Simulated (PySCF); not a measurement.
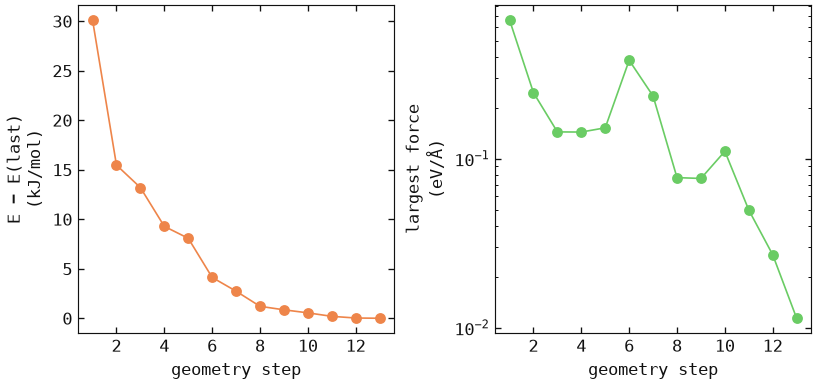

History of a geometry optimisation. C3H11AlS2 (SMILES C[S][AlH2-][S+](C)C); PBE0-D3(BJ)/def2-SVP, geometry optimisation (PySCF 2.14.0, density fitting).

The optimisation met its thresholds at geometry 13, counting the start as the first. The energy fell by about 30 kJ/mol from the first step to the last. The largest force goes from about 0.66 eV/Å at the start to 0.011 eV/Å at the end.
